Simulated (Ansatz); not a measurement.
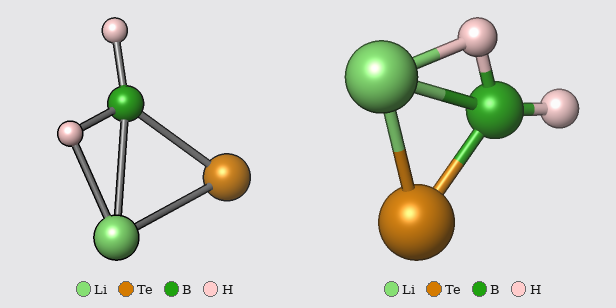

Two views of one molecule.

Description:

Formula BH₂LiTe. This geometry has Cs symmetry. All atoms lie on one plane. Coordination, clear cases only: 1 B see-saw.

More results for the same structure follow; atom numbers are the same in all pictures, views and colours differ. The computed structure is the end point of a PBE0-D4/def2-TZVP optimisation. No frequency run is at hand to confirm it as a minimum.

**Electronic properties**

No frequency run is at hand to confirm it as a minimum. Level of theory: RKS PBE0-D4/def2-TZVPP, core potentials on Te (Ansatz 0.2.0).

Predict the main results.

- HOMO energy (Kohn–Sham orbital): −5.94 eV
- LUMO energy (Kohn–Sham orbital): −1.39 eV
- HOMO–LUMO gap: 4.56 eV

**Dipole moment**

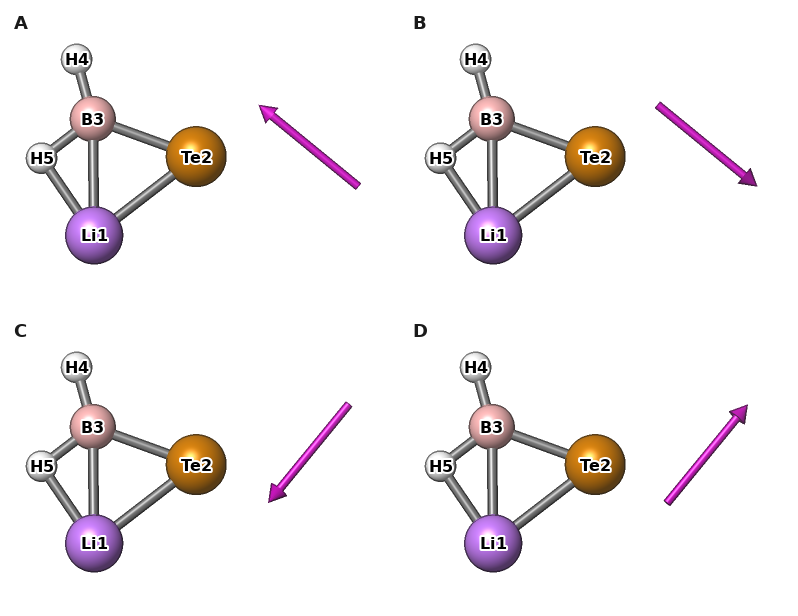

The same molecule four times, each with an arrow. No frequency run is at hand to confirm it as a minimum. Level of theory: RKS PBE0-D4/def2-TZVP, core potentials on Te (Ansatz 0.2.0).

Question: Which arrow points along the dipole moment, from the negative to the positive end?

Answer: C. The dipole moment is 5.49 D; it points from the side of Te2, H4 to the side of Li1 (the outermost atoms at the two ends).

**Charges**

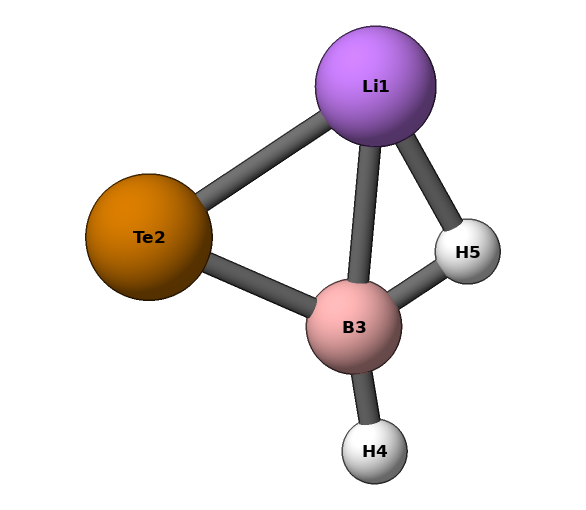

The questions are on Mulliken charges. No frequency run is at hand to confirm it as a minimum. Properties computed with RKS PBE0-D4/def2-TZVP, core potentials on Te (Ansatz 0.2.0).

Question: Which atom carries the highest charge (most positive or least negative)?

Answer: Li1 (0.61 e).

Question: And the lowest?

Answer: Te2 (−0.37 e).

Give the Mulliken charges atom by atom.

| atom | value (e) |
| --- | --- |
| Li1 | 0.61 |
| Te2 | −0.37 |
| B3 | −0.16 |
| H4 | 0.03 |
| H5 | −0.11 |

Mulliken values depend strongly on the basis set and can even reverse the polarity of a bond.
